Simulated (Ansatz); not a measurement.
CH4AlClGa (SMILES [CH3][Ga+][AlH][Cl]) (charge +1)

Input

```
crystal:
  periodic: [false, false, false]
  atoms:
    - {symbol: C, position_ang: [-1.204761, -0.090926, -0.777835]}
    - {symbol: Al, position_ang: [1.948004, 2.828628, 0.677551]}
    - {symbol: Cl, position_ang: [1.402295, 4.586714, -0.285393]}
    - {symbol: Ga, position_ang: [0.184727, 1.089718, -0.103097]}
    - {symbol: H, position_ang: [-0.744946, -0.978393, -1.244084]}
    - {symbol: H, position_ang: [-1.854687, -0.412913, 0.053102]}
    - {symbol: H, position_ang: [-1.810705, 0.443344, -1.528711]}
    - {symbol: H, position_ang: [3.107150, 2.479474, 1.660120]}
basis:
  gaussian: {orbitals: def2-TZVPD}
total_charge: 1
hamiltonian: {xc: {name: PBE0}}
output: {forces: true, orbitals: {seedname: orbitals}}
```

Run with:

```sh
ansatz run input.yaml --threads 2 --pin off --max-ram 4350MiB --events-out events.jsonl --progress --plain --runs-dir runs
```

Geometry: B3LYP-D3(BJ)/def2-SVP.

Method: Ansatz, isolated molecule in a Gaussian basis; Kohn-Sham density functional theory, functional PBE0.

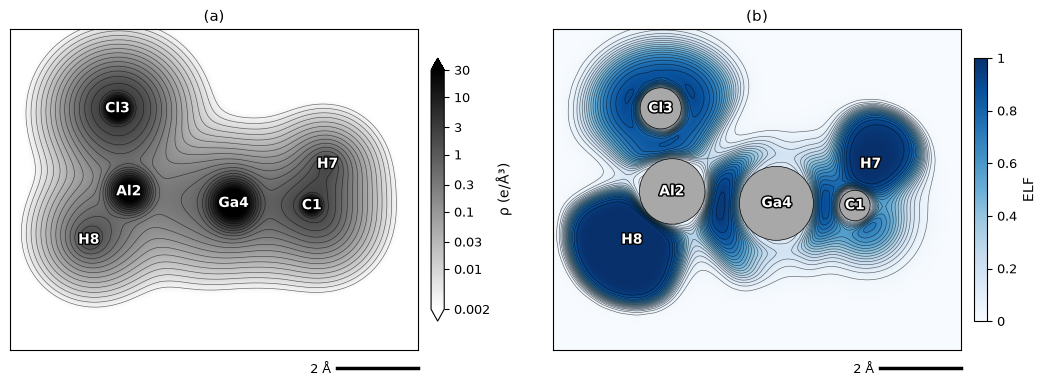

Figure 1. (a) total electron density; (b) electron localisation function on the plane of atoms Cl3, Al2 and H8. Grey discs cover the atomic cores in the ELF map.

Question: What does the map show?

Answer:
- Atoms in the plane: C, Al, Cl, Ga and H.
- C–Ga (1.94 Å): ρ is about 0.82 e/Å³ halfway; the ELF peaks at about 0.90 in the valence shell of C, 0.7 Å from its nucleus, and is about 0.55 at the midpoint.
- Al–Cl (2.08 Å): the density is about 0.77 e/Å³ at the midpoint; the ELF peaks at about 0.85 in the valence shell of Cl, 0.9 Å from its nucleus, and is about 0.80 at the midpoint.
- Al–Ga (2.60 Å): the density is about 0.39 e/Å³ at the midpoint, with its minimum of 0.32 e/Å³ about 0.9 Å from Al; the ELF peaks at about 0.95 between the atoms; a covalent bond.
- C–H (1.10 Å): ρ at the midpoint is about 1.9 e/Å³; the ELF climbs to about 1 towards the hydrogen, as it does in any bond to H (a covalent bond by its length).
- Al–H (1.56 Å): the density is about 0.61 e/Å³ at the midpoint; the ELF climbs to about 1 towards the hydrogen.
- The ELF also peaks beside Cl3, away from the bonds: lone-pair regions.

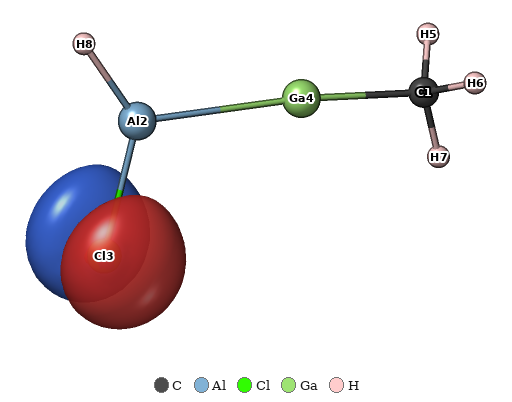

Figure 2. The HOMO−1 at ±0.2 Å⁻³ᐟ² (blue and red are the two phases), seen at a tilt.

Question: What is the character of this orbital?

Answer: It lies mainly on Cl3 (about 90 %); largely a lone pair of Cl3. Its energy is −13.83 eV.

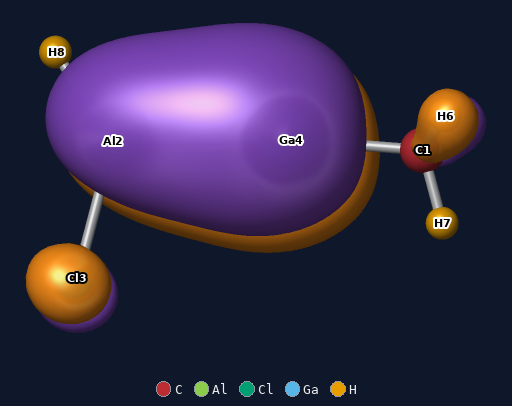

Figure 3. The LUMO at ±0.08 Å⁻³ᐟ² (orange and purple are the two phases), seen across its widest extent.

Question: Describe this orbital and give its energy.

Answer: It lies mainly on Ga4 (about 55 %) and Al2 (about 35 %); π-bonding across Ga4–Al2. Its energy is −7.62 eV.
